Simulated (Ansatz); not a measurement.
**Fields on a plane of FePt (CuAu type, space group P4/mmm)**

```xyz
2
Lattice="2.7301 0.0000 0.0000 0.0000 2.7301 0.0000 0.0000 0.0000 3.7639" Properties=species:S:1:pos:R:3 pbc="T T T"
Fe     1.3650     1.3650     1.8819
Pt     0.0000     0.0000     0.0000
```

The slice is a (010) plane (indices of the conventional cell) through the point (0.500, 0.500, 0.500) (fractional), spanned by u = [100] and v = [001] in vectors of this cell: u (2.73 Å) and v (3.76 Å, at 90° to u). It covers one period; positions are fractions (u, v).

Atoms on it: Fe at (0.00, 0.00).

All values below come from PBE (plane waves to 420 eV, PAW, scalar-relativistic; Ansatz, a quantum-chemistry and plane-wave program). k mesh 17×17×12. Inside the PAW spheres the values are not all-electron values, and peaks at nuclei hang on which shells count as valence. FePt was relaxed with its symmetry unable to fall. Relaxed FePt ends ferromagnetic. Spin-orbit coupling is left out, though Pt is heavy. The magnetic order is the one the run started from; other orders were not tried.

```
|998642100124689|
|876531100113567|
|665321000012356|
|432211000011223|
|111110000001111|
|000000111100000|
|000001111110000|
|000001111110000|
|000011111111000|
|000011111111000|
|000011111111000|
|000001111110000|
|000001111110000|
|000000111100000|
|111110000001111|
|432211000011223|
|665321000012356|
|876531100113567|
|998642100124689|
|998642100124689|
```
Scale: ten equal steps from -0.82 (start of '0') to 1.55 (end of '9'), in the order '0123456789'. Values: log₁₀ of the valence density in e/Å³. The map has 15 points along u (one character each, u = 0 at the left) and 20 along v (v = 0 in the bottom row). The scale is logarithmic, as a density can span decades between atoms and voids.

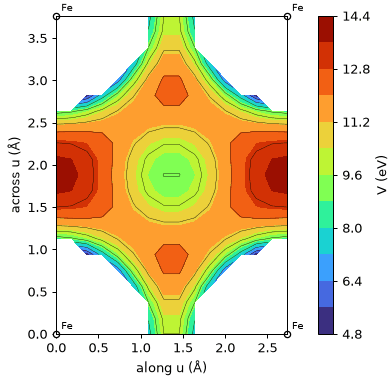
*Electrostatic potential energy of an electron, from the cell's mean, in eV, one period of the plane, atoms marked. Points within 1 Å of a nucleus are left white, as the pseudised field means little there. Values under 5 eV are set to 5. The zero, the cell's mean, hangs on the PAW cores.*

The density on the Fe–Fe line (2.73 Å) at its midpoint is 0.24 e/Å³ and the ELF at that point is 0.2.
